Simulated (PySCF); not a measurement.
**C3H8B2O: NMR shifts at several levels of theory**

Aim: compute the NMR shifts of C3H8B2O (`BOBC(=C)C`) at several levels, and see how far they spread and what each costs.

The runs use PySCF 2.14.0, with density-fitted response routines of our own; the level of theory stands in each step. All values are computed, except where a source is named. Atoms count from 0, in the outputs and in this text.

## 1. Starting geometry

14 atoms, charge 0, multiplicity 1; geometry from: PBE0-D3(BJ)/def2-SVP.

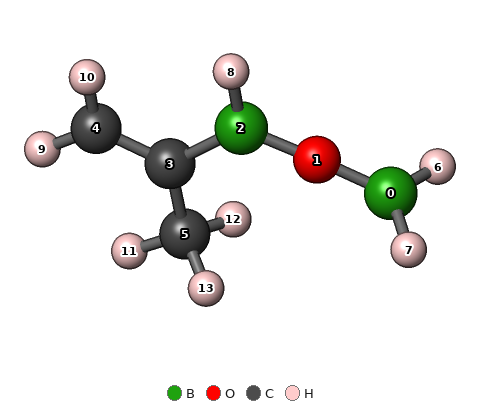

As it starts; boron green, oxygen red, carbon dark grey, hydrogen pink, atoms numbered.

## 2. NMR shieldings: PBE0/pcSseg-1

The job: settings as JSON, then the geometry in Å.

```
{"job": {"kind": "nmr", "xc": "PBE0", "basis": "pcSseg-1", "pop": false}, "charge": 0, "multiplicity": 1}
B      2.493519    -0.792911    -0.466036
O      1.482818    -0.096226     0.047746
B      0.434183     0.569241     0.560677
C     -1.019543     0.089898     0.272208
C     -2.019278     0.812905     0.808248
C     -1.267650    -1.125318    -0.572993
H      2.913123    -0.492370    -1.561851
H      2.960730    -1.704784     0.180201
H      0.662378     1.544110     1.243314
H     -3.074757     0.555733     0.657914
H     -1.810836     1.694675     1.422342
H     -2.340536    -1.321048    -0.717638
H     -0.802496    -1.018724    -1.566856
H     -0.816329    -2.022360    -0.117206
```

With the program's defaults for keys left out, this is: GIAO PBE0/pcSseg-1 NMR shielding, non-relativistic, gas phase.

Started as:

```
$ OMP_NUM_THREADS=1 python probes_run.py task.json out
```

One launch serves the whole session: the jobs run in the order shown.

Standard output:

```text
coarse grid: 11480 points
cycle   1  E = -243.6542324126  dE =  4.843e-01  |g| = 6.143e-01  |ddm| = 3.107e+00
cycle   2  E = -243.5262145860  dE =  1.280e-01  |g| = 1.029e+00  |ddm| = 1.001e+00
cycle   3  E = -243.7270963721  dE = -2.009e-01  |g| = 1.185e-01  |ddm| = 6.751e-01
cycle   4  E = -243.7299855600  dE = -2.889e-03  |g| = 3.820e-02  |ddm| = 1.110e-01
cycle   5  E = -243.7303465813  dE = -3.610e-04  |g| = 1.175e-02  |ddm| = 3.746e-02
cycle   6  E = -243.7303789202  dE = -3.234e-05  |g| = 4.775e-03  |ddm| = 1.277e-02
cycle   7  E = -243.7303846864  dE = -5.766e-06  |g| = 5.045e-04  |ddm| = 3.971e-03
final grid: 110224 points
cycle   8  E = -243.7754071077  dE = -3.331e-05  |g| = 9.349e-03  |ddm| = 2.269e-02
cycle   9  E = -243.7753867608  dE =  2.035e-05  |g| = 1.418e-02  |ddm| = 1.447e-02
cycle  10  E = -243.7754259448  dE = -3.918e-05  |g| = 1.554e-03  |ddm| = 8.524e-03
cycle  11  E = -243.7754264790  dE = -5.341e-07  |g| = 2.451e-04  |ddm| = 1.321e-03
cycle  12  E = -243.7754264904  dE = -1.141e-08  |g| = 9.773e-05  |ddm| = 2.362e-04
cycle  13  E = -243.7754264921  dE = -1.755e-09  |g| = 4.931e-05  |ddm| = 9.701e-05
cycle  14  E = -243.7754264928  dE = -6.692e-10  |g| = 5.246e-06  |ddm| = 4.866e-05
converged SCF energy = -243.7754264928

GIAO shielding tensors (ppm)
atom      isotropic    diamagn.    paramagn.     s11        s22        s33       span
  0 B       58.324     195.543    -137.218     12.404     55.141    107.428     95.024
  1 O        9.710     391.140    -381.431   -136.480     45.500    120.108    256.588
  2 B       61.962     196.807    -134.846     30.398     61.414     94.073     63.674
  3 C       30.149     261.878    -231.729    -86.527     -1.051    178.025    264.552
  4 C       32.964     253.036    -220.072    -89.259     44.165    143.984    233.243
  5 C      163.213     247.007     -83.794    152.215    154.537    182.887     30.673
  6 H       25.761      29.529      -3.768     25.311     25.516     26.457      1.146
  7 H       25.768      29.275      -3.507     25.307     25.512     26.483      1.176
  8 H       25.979      30.510      -4.531     24.296     25.913     27.727      3.431
  9 H       24.778      29.886      -5.108     21.085     24.844     28.404      7.319
 10 H       24.921      30.673      -5.752     21.460     24.791     28.511      7.051
 11 H       29.531      29.616      -0.085     25.879     28.459     34.254      8.374
 12 H       29.349      30.427      -1.078     25.434     28.255     34.357      8.922
 13 H       29.363      29.942      -0.579     25.576     27.998     34.513      8.936
```

Run time: 11 s. Hardware: 1 thread of Arm Neoverse V1, shared host; peak memory 0.72 GiB.

The references, computed at this level on geometries of the same kind, shield at (ppm): 1H TMS 31.27, 13C TMS 184.4, 17O H2O 334.6, 11B BF3·OEt2 100.7. Their shielding less the atom's gives the shift. The references are single molecules in the gas phase, so shifts against H2O, NH3, PH3, H3PO4 or CFCl3 are not on the usual liquid scales and can be off by tens of ppm. Atoms listed in one row are averaged.

| atoms | environment | σ (ppm) | δ (ppm) | δ scaled to CDCl3 |
| --- | --- | --- | --- | --- |
| C3 | fully substituted alkene carbon | 30.1 | 154.3 | 149.3 |
| C4 | terminal =CH2 carbon | 33.0 | 151.4 | 146.5 |
| C5 | allylic methyl carbon | 163.2 | 21.2 | 20.1 |
| H9 | hydrogen on a terminal =CH2 carbon | 24.78 | 6.49 | 6.37 |
| H10 | hydrogen on a terminal =CH2 carbon | 24.92 | 6.35 | 6.23 |
| H6, H7 | hydrogen on a boron bonded to O | 25.76 | 5.50 | – |
| H8 | hydrogen on a boron bonded to C, O | 25.98 | 5.29 | – |
| H11, H12, H13 | hydrogen on an allylic methyl carbon | 29.41 | 1.85 | 1.97 |
| B0 | boron bonded to O, 2 H | 58.3 | 42.4 | – |
| B2 | boron bonded to C, O, H | 62.0 | 38.8 | – |
| O1 | oxygen bonded to 2 B | 9.7 | 324.9 | – |

The scaled column applies a straight-line fit of computed shieldings to shifts measured in CDCl3 (root-mean-square error 0.21 ppm for H, 2.0 ppm for C).

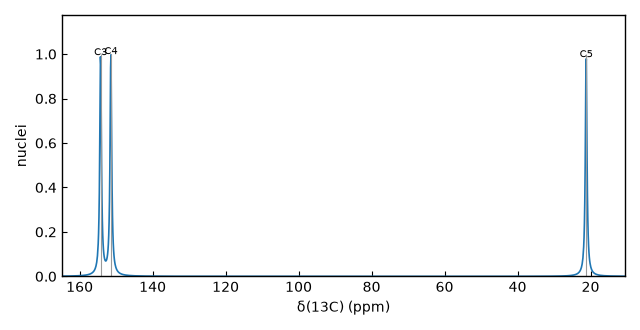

13C lines at the computed shifts, without couplings. Lines are broadened to a width of 0.53 ppm (Lorentzian).

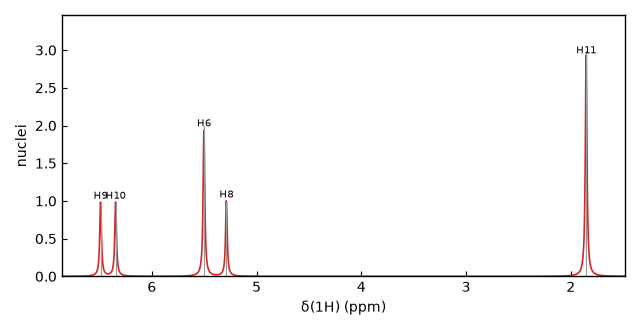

1H lines at the computed shifts, without couplings. Lines are broadened to a width of 0.02 ppm (Lorentzian).

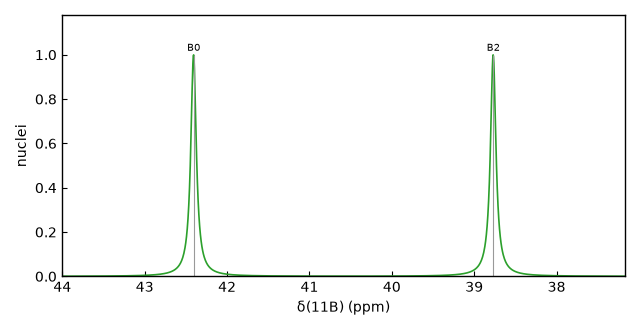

11B lines at the computed shifts, without couplings. Lines are broadened to a width of 0.08 ppm (Lorentzian).

## 3. Shielding tensors: mPW1PW91/pcSseg-1

Same as in step 2 but for these lines:

```diff
@@ -1,2 +1,2 @@
-{"job": {"kind": "nmr", "xc": "PBE0", "basis": "pcSseg-1", "pop": false}, "charge": 0, "multiplicity": 1}
+{"job": {"kind": "nmr", "xc": "mPW1PW91", "basis": "pcSseg-1", "pop": false}, "charge": 0, "multiplicity": 1}
 B      2.493519    -0.792911    -0.466036
```

Method: GIAO mPW1PW91/pcSseg-1 NMR shielding, non-relativistic, gas phase.

Standard output:

```text
coarse grid: 11480 points
cycle   1  E = -243.8917962032  dE =  4.846e-01  |g| = 6.317e-01  |ddm| = 3.108e+00
cycle   2  E = -243.7557926787  dE =  1.360e-01  |g| = 1.059e+00  |ddm| = 1.013e+00
cycle   3  E = -243.9679541410  dE = -2.122e-01  |g| = 1.206e-01  |ddm| = 6.870e-01
cycle   4  E = -243.9709406686  dE = -2.987e-03  |g| = 3.958e-02  |ddm| = 1.141e-01
cycle   5  E = -243.9713304948  dE = -3.898e-04  |g| = 1.197e-02  |ddm| = 3.851e-02
cycle   6  E = -243.9713637683  dE = -3.327e-05  |g| = 4.897e-03  |ddm| = 1.298e-02
cycle   7  E = -243.9713698589  dE = -6.091e-06  |g| = 5.129e-04  |ddm| = 4.087e-03
final grid: 110224 points
cycle   8  E = -244.0174485562  dE = -3.532e-05  |g| = 6.589e-03  |ddm| = 2.236e-02
cycle   9  E = -244.0174389338  dE =  9.622e-06  |g| = 9.894e-03  |ddm| = 1.044e-02
cycle  10  E = -244.0174581503  dE = -1.922e-05  |g| = 1.099e-03  |ddm| = 5.972e-03
cycle  11  E = -244.0174584141  dE = -2.638e-07  |g| = 2.004e-04  |ddm| = 9.367e-04
cycle  12  E = -244.0174584212  dE = -7.110e-09  |g| = 7.890e-05  |ddm| = 1.844e-04
cycle  13  E = -244.0174584224  dE = -1.179e-09  |g| = 3.921e-05  |ddm| = 7.834e-05
cycle  14  E = -244.0174584228  dE = -4.156e-10  |g| = 4.041e-06  |ddm| = 3.757e-05
converged SCF energy = -244.0174584228

GIAO shielding tensors (ppm)
atom      isotropic    diamagn.    paramagn.     s11        s22        s33       span
  0 B       58.705     195.449    -136.744     13.356     55.462    107.296     93.940
  1 O       12.131     391.349    -379.219   -131.930     47.428    120.894    252.825
  2 B       62.087     196.767    -134.680     30.566     61.668     94.026     63.460
  3 C       29.512     262.140    -232.628    -87.355     -1.434    177.325    264.680
  4 C       32.199     252.960    -220.761    -90.457     43.735    143.320    233.777
  5 C      162.258     246.935     -84.677    151.386    153.693    181.697     30.311
  6 H       25.859      29.598      -3.739     25.409     25.592     26.575      1.166
  7 H       25.865      29.343      -3.478     25.406     25.588     26.601      1.196
  8 H       26.067      30.589      -4.522     24.374     26.020     27.805      3.431
  9 H       24.851      29.923      -5.071     21.162     24.904     28.488      7.325
 10 H       24.988      30.707      -5.719     21.530     24.853     28.580      7.050
 11 H       29.584      29.645      -0.061     25.943     28.529     34.281      8.338
 12 H       29.405      30.489      -1.084     25.514     28.330     34.372      8.858
 13 H       29.419      29.999      -0.580     25.656     28.074     34.528      8.871
```

Run time: 10 s. Hardware: 1 thread of Arm Neoverse V1, shared host; peak memory 0.72 GiB.

In short: δ C3 154.0, C4 151.3, C5 21.3, B0 42.1, H9 6.47, H10 6.33 ppm.

## 4. NMR shieldings: WP04/pcSseg-1

Same as in step 3 but for these lines:

```diff
@@ -1,2 +1,2 @@
-{"job": {"kind": "nmr", "xc": "mPW1PW91", "basis": "pcSseg-1", "pop": false}, "charge": 0, "multiplicity": 1}
+{"job": {"kind": "nmr", "xc": "WP04", "basis": "pcSseg-1", "pop": false}, "charge": 0, "multiplicity": 1}
 B      2.493519    -0.792911    -0.466036
```

Level: GIAO WP04/pcSseg-1 NMR shielding, non-relativistic, gas phase.

Standard output:

```text
coarse grid: 11480 points
cycle   1  E = -249.8997478351  dE =  4.142e-01  |g| = 1.006e+00  |ddm| = 3.217e+00
cycle   2  E = -249.3169890469  dE =  5.828e-01  |g| = 1.936e+00  |ddm| = 1.657e+00
cycle   3  E = -250.0712195682  dE = -7.542e-01  |g| = 2.997e-01  |ddm| = 1.246e+00
cycle   4  E = -250.0889279239  dE = -1.771e-02  |g| = 1.114e-01  |ddm| = 2.787e-01
cycle   5  E = -250.0916383623  dE = -2.710e-03  |g| = 5.070e-02  |ddm| = 1.107e-01
cycle   6  E = -250.0922905107  dE = -6.521e-04  |g| = 1.483e-02  |ddm| = 4.811e-02
cycle   7  E = -250.0923468482  dE = -5.634e-05  |g| = 1.735e-03  |ddm| = 1.220e-02
cycle   8  E = -250.0923476976  dE = -8.494e-07  |g| = 4.209e-04  |ddm| = 2.185e-03
final grid: 110224 points
cycle   9  E = -250.1579063381  dE = -6.938e-05  |g| = 7.754e-03  |ddm| = 3.009e-02
cycle  10  E = -250.1578937029  dE =  1.264e-05  |g| = 1.093e-02  |ddm| = 1.371e-02
cycle  11  E = -250.1579213858  dE = -2.768e-05  |g| = 1.777e-03  |ddm| = 7.783e-03
cycle  12  E = -250.1579219866  dE = -6.008e-07  |g| = 3.505e-04  |ddm| = 1.226e-03
cycle  13  E = -250.1579220101  dE = -2.349e-08  |g| = 7.490e-05  |ddm| = 2.768e-04
cycle  14  E = -250.1579220117  dE = -1.640e-09  |g| = 2.256e-05  |ddm| = 1.097e-04
cycle  15  E = -250.1579220118  dE = -9.260e-11  |g| = 1.481e-05  |ddm| = 2.957e-05
converged SCF energy = -250.1579220118

GIAO shielding tensors (ppm)
atom      isotropic    diamagn.    paramagn.     s11        s22        s33       span
  0 B       55.770     195.742    -139.972     14.137     52.726    100.446     86.308
  1 O       39.053     394.902    -355.849    -82.340     67.327    132.173    214.513
  2 B       57.578     197.974    -140.396     26.389     58.444     87.901     61.512
  3 C       20.168     261.919    -241.752    -95.063     -8.830    164.395    259.458
  4 C       24.106     253.955    -229.849    -98.757     36.968    134.107    232.864
  5 C      149.992     248.212     -98.220    139.533    141.676    168.768     29.235
  6 H       26.797      30.384      -3.587     26.320     26.392     27.678      1.358
  7 H       26.803      30.089      -3.286     26.321     26.380     27.707      1.385
  8 H       26.934      31.621      -4.687     25.214     27.092     28.495      3.281
  9 H       25.489      30.022      -4.534     21.939     25.433     29.093      7.153
 10 H       25.552      31.156      -5.603     22.281     25.349     29.027      6.746
 11 H       29.922      29.517       0.406     26.516     28.997     34.254      7.738
 12 H       29.728      31.510      -1.782     26.115     28.860     34.210      8.094
 13 H       29.740      30.809      -1.069     26.247     28.618     34.355      8.108
```

Run time: 10 s. Hardware: 1 thread of Arm Neoverse V1, shared host; peak memory 0.72 GiB.

This run: δ C3 152.3, C4 148.3, C5 22.5, B0 40.0, H9 6.08, H10 6.01 ppm.

## 5. NMR shieldings: B97-2/pcSseg-1

Same as in step 4 but for these lines:

```diff
@@ -1,2 +1,2 @@
-{"job": {"kind": "nmr", "xc": "WP04", "basis": "pcSseg-1", "pop": false}, "charge": 0, "multiplicity": 1}
+{"job": {"kind": "nmr", "xc": "B97-2", "basis": "pcSseg-1", "pop": false}, "charge": 0, "multiplicity": 1}
 B      2.493519    -0.792911    -0.466036
```

Level: GIAO B97-2/pcSseg-1 NMR shielding, non-relativistic, gas phase.

Standard output:

```text
coarse grid: 11480 points
cycle   1  E = -243.8710794340  dE =  4.588e-01  |g| = 6.475e-01  |ddm| = 3.121e+00
cycle   2  E = -243.7065351200  dE =  1.645e-01  |g| = 1.124e+00  |ddm| = 1.077e+00
cycle   3  E = -243.9508631754  dE = -2.443e-01  |g| = 1.317e-01  |ddm| = 7.448e-01
cycle   4  E = -243.9545099673  dE = -3.647e-03  |g| = 4.373e-02  |ddm| = 1.281e-01
cycle   5  E = -243.9549792510  dE = -4.693e-04  |g| = 1.491e-02  |ddm| = 4.392e-02
cycle   6  E = -243.9550324787  dE = -5.323e-05  |g| = 5.636e-03  |ddm| = 1.588e-02
cycle   7  E = -243.9550406470  dE = -8.168e-06  |g| = 6.132e-04  |ddm| = 4.827e-03
final grid: 110224 points
cycle   8  E = -243.9944754328  dE = -5.347e-05  |g| = 5.494e-03  |ddm| = 2.623e-02
cycle   9  E = -243.9944658048  dE =  9.628e-06  |g| = 9.369e-03  |ddm| = 7.520e-03
cycle  10  E = -243.9944811731  dE = -1.537e-05  |g| = 4.263e-04  |ddm| = 4.851e-03
cycle  11  E = -243.9944812207  dE = -4.759e-08  |g| = 1.964e-04  |ddm| = 6.723e-04
cycle  12  E = -243.9944812272  dE = -6.520e-09  |g| = 1.241e-04  |ddm| = 2.724e-04
cycle  13  E = -243.9944812312  dE = -3.991e-09  |g| = 1.705e-05  |ddm| = 9.668e-05
cycle  14  E = -243.9944812312  dE = -6.827e-11  |g| = 3.734e-06  |ddm| = 1.397e-05
converged SCF energy = -243.9944812312

GIAO shielding tensors (ppm)
atom      isotropic    diamagn.    paramagn.     s11        s22        s33       span
  0 B       61.606     195.488    -133.882     18.983     58.340    107.497     88.514
  1 O       22.213     391.432    -369.218   -116.244     55.651    127.233    243.478
  2 B       64.501     197.059    -132.558     34.744     64.321     94.438     59.694
  3 C       33.364     261.642    -228.278    -79.966      2.992    177.068    257.034
  4 C       36.186     252.971    -216.785    -82.953     47.829    143.683    226.636
  5 C      162.304     246.967     -84.663    151.676    153.716    181.519     29.843
  6 H       25.994      29.739      -3.745     25.509     25.710     26.762      1.253
  7 H       26.000      29.478      -3.478     25.507     25.705     26.789      1.282
  8 H       26.202      30.763      -4.561     24.479     26.200     27.927      3.448
  9 H       24.965      29.974      -5.009     21.353     25.014     28.528      7.175
 10 H       25.100      30.811      -5.711     21.709     24.936     28.654      6.945
 11 H       29.650      29.644       0.006     26.064     28.603     34.282      8.218
 12 H       29.454      30.629      -1.175     25.594     28.406     34.360      8.766
 13 H       29.467      30.115      -0.647     25.735     28.151     34.516      8.781
```

Run time: 10 s. Hardware: 1 thread of Arm Neoverse V1, shared host; peak memory 0.72 GiB.

Key values: δ C3 150.3, C4 147.5, C5 21.4, B0 40.2, H9 6.41, H10 6.28 ppm.

## 6. NMR shieldings: BHandHLYP/pcSseg-1

Same as in step 5 but for these lines:

```diff
@@ -1,2 +1,2 @@
-{"job": {"kind": "nmr", "xc": "B97-2", "basis": "pcSseg-1", "pop": false}, "charge": 0, "multiplicity": 1}
+{"job": {"kind": "nmr", "xc": "BHandHLYP", "basis": "pcSseg-1", "pop": false}, "charge": 0, "multiplicity": 1}
 B      2.493519    -0.792911    -0.466036
```

Method: GIAO BHandHLYP/pcSseg-1 NMR shielding, non-relativistic, gas phase.

Standard output:

```text
coarse grid: 11480 points
cycle   1  E = -243.8382796733  dE =  6.246e-01  |g| = 5.790e-01  |ddm| = 3.055e+00
cycle   2  E = -243.8207583854  dE =  1.752e-02  |g| = 6.996e-01  |ddm| = 7.193e-01
cycle   3  E = -243.9070495205  dE = -8.629e-02  |g| = 6.258e-02  |ddm| = 4.297e-01
cycle   4  E = -243.9077389725  dE = -6.895e-04  |g| = 3.030e-02  |ddm| = 6.708e-02
cycle   5  E = -243.9079822074  dE = -2.432e-04  |g| = 3.217e-03  |ddm| = 2.652e-02
cycle   6  E = -243.9079842059  dE = -1.998e-06  |g| = 1.870e-03  |ddm| = 3.940e-03
final grid: 110224 points
cycle   7  E = -243.9447239730  dE = -1.714e-05  |g| = 2.920e-03  |ddm| = 1.235e-02
cycle   8  E = -243.9447239057  dE =  6.726e-08  |g| = 2.999e-03  |ddm| = 4.205e-03
cycle   9  E = -243.9447261351  dE = -2.229e-06  |g| = 3.511e-04  |ddm| = 2.276e-03
cycle  10  E = -243.9447261641  dE = -2.900e-08  |g| = 1.371e-04  |ddm| = 3.724e-04
cycle  11  E = -243.9447261692  dE = -5.066e-09  |g| = 2.073e-05  |ddm| = 1.346e-04
cycle  12  E = -243.9447261693  dE = -1.002e-10  |g| = 1.302e-05  |ddm| = 2.143e-05
converged SCF energy = -243.9447261693

GIAO shielding tensors (ppm)
atom      isotropic    diamagn.    paramagn.     s11        s22        s33       span
  0 B       60.991     193.857    -132.866     15.936     58.606    108.432     92.496
  1 O       32.545     392.575    -360.030   -111.608     68.739    140.505    252.114
  2 B       63.642     195.536    -131.894     31.311     64.555     95.061     63.750
  3 C       28.299     261.904    -233.605    -96.208      2.080    179.023    275.231
  4 C       31.877     252.928    -221.051    -98.871     49.939    144.563    243.433
  5 C      163.322     245.587     -82.265    153.532    154.245    182.188     28.656
  6 H       26.194      29.704      -3.510     25.610     25.849     27.124      1.514
  7 H       26.201      29.469      -3.268     25.606     25.843     27.154      1.548
  8 H       26.369      30.838      -4.468     24.485     26.495     28.128      3.644
  9 H       25.061      29.943      -4.882     21.378     24.900     28.904      7.527
 10 H       25.212      30.832      -5.619     21.700     24.903     29.035      7.335
 11 H       29.694      29.611       0.084     25.887     28.691     34.506      8.619
 12 H       29.556      30.473      -0.917     25.621     28.424     34.624      9.003
 13 H       29.567      29.990      -0.423     25.766     28.162     34.773      9.007
```

It took 9.7 s on 1 thread of Arm Neoverse V1, shared host; peak memory 0.72 GiB.

In short: δ C3 155.7, C4 152.1, C5 20.7, B0 43.6, H9 6.38, H10 6.23 ppm.

## 7. Nuclear shieldings: CAM-B3LYP/pcSseg-1

Same as in step 6 but for these lines:

```diff
@@ -1,2 +1,2 @@
-{"job": {"kind": "nmr", "xc": "BHandHLYP", "basis": "pcSseg-1", "pop": false}, "charge": 0, "multiplicity": 1}
+{"job": {"kind": "nmr", "xc": "CAM-B3LYP", "basis": "pcSseg-1", "pop": false}, "charge": 0, "multiplicity": 1}
 B      2.493519    -0.792911    -0.466036
```

Level: GIAO CAM-B3LYP/pcSseg-1 NMR shielding, non-relativistic, gas phase.

Standard output:

```text
coarse grid: 11480 points
cycle   1  E = -243.8191396257  dE =  6.169e-01  |g| = 6.384e-01  |ddm| = 3.066e+00
cycle   2  E = -243.7623511182  dE =  5.679e-02  |g| = 8.880e-01  |ddm| = 8.015e-01
cycle   3  E = -243.8980716098  dE = -1.357e-01  |g| = 6.701e-02  |ddm| = 4.986e-01
cycle   4  E = -243.8989101469  dE = -8.385e-04  |g| = 3.351e-02  |ddm| = 7.231e-02
cycle   5  E = -243.8992019809  dE = -2.918e-04  |g| = 3.357e-03  |ddm| = 2.896e-02
cycle   6  E = -243.8992041995  dE = -2.219e-06  |g| = 1.941e-03  |ddm| = 4.740e-03
final grid: 110224 points
cycle   7  E = -243.9555142545  dE = -2.923e-05  |g| = 3.627e-03  |ddm| = 1.429e-02
cycle   8  E = -243.9555141311  dE =  1.235e-07  |g| = 3.792e-03  |ddm| = 5.124e-03
cycle   9  E = -243.9555176361  dE = -3.505e-06  |g| = 4.726e-04  |ddm| = 2.745e-03
cycle  10  E = -243.9555176870  dE = -5.090e-08  |g| = 1.844e-04  |ddm| = 4.596e-04
cycle  11  E = -243.9555176955  dE = -8.487e-09  |g| = 3.395e-05  |ddm| = 1.777e-04
cycle  12  E = -243.9555176957  dE = -2.535e-10  |g| = 2.099e-05  |ddm| = 3.379e-05
converged SCF energy = -243.9555176957

GIAO shielding tensors (ppm)
atom      isotropic    diamagn.    paramagn.     s11        s22        s33       span
  0 B       54.870     194.582    -139.712      5.863     52.175    106.573    100.710
  1 O       13.195     391.977    -378.782   -137.023     50.387    126.221    263.244
  2 B       58.415     196.160    -137.745     24.351     58.295     92.598     68.247
  3 C       24.585     261.315    -236.730    -98.188     -4.780    176.724    274.912
  4 C       29.048     252.432    -223.384    -98.588     43.619    142.114    240.702
  5 C      161.805     245.805     -84.000    151.533    152.159    181.724     30.191
  6 H       25.904      29.618      -3.715     25.435     25.651     26.624      1.189
  7 H       25.910      29.379      -3.469     25.429     25.649     26.653      1.224
  8 H       26.107      30.792      -4.686     24.382     26.084     27.853      3.471
  9 H       24.909      29.846      -4.936     21.209     24.918     28.601      7.392
 10 H       25.080      30.789      -5.709     21.624     24.908     28.708      7.084
 11 H       29.605      29.457       0.148     25.908     28.639     34.269      8.362
 12 H       29.449      30.431      -0.982     25.582     28.390     34.375      8.793
 13 H       29.461      29.920      -0.459     25.726     28.134     34.524      8.798
```

Wall time 13 s (1 thread of Arm Neoverse V1, shared host); peak memory 0.79 GiB.

Key values: δ C3 157.9, C4 153.4, C5 20.6, B0 44.5, H9 6.42, H10 6.25 ppm.

[end of part 1 of 2]
